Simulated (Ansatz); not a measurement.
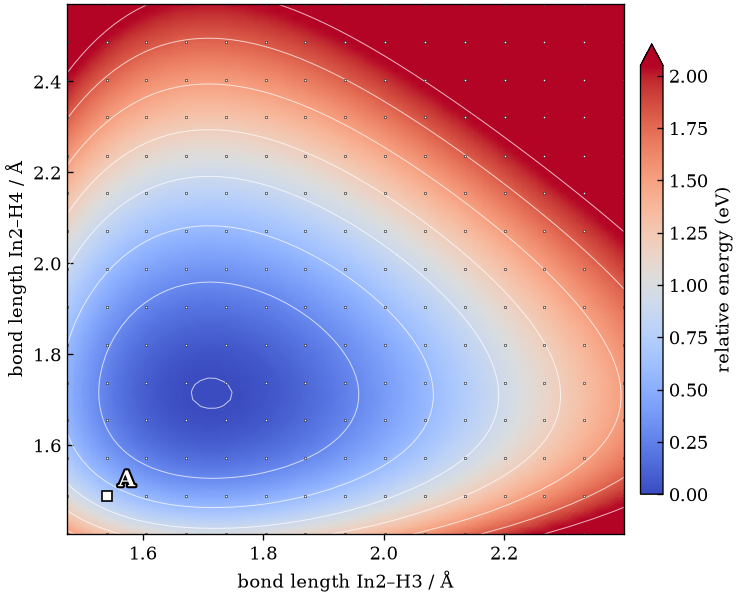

FH2In, SMILES [F][InH2]. 
- Coordinates scanned: (1) bond length In2–H3; (2) bond length In2–H4.
- Nothing is relaxed (all other coordinates rigid).
- Grid: 15 × 15 points.
- Points are written as (first, second).
- Energies: eV, counted from the lowest grid point.
- The reference is spin-restricted, which grows unreliable where a bond is stretched far.
- Level of theory: RHF/def2-TZVP (Ansatz).

In the figure: a smooth colour map with a few white contour lines, dots at the grid points, one colour for all values above the top of the scale, the point A. Between grid points the surface is interpolated.

Which way does the force act at A, and how strong is it?

A, at (1.540 Å, 1.488 Å), is not a stationary point. The computed force is 3.4 eV for each Å towards larger values of bond length In2–H3 and 4.9 eV for each Å towards larger values of bond length In2–H4.
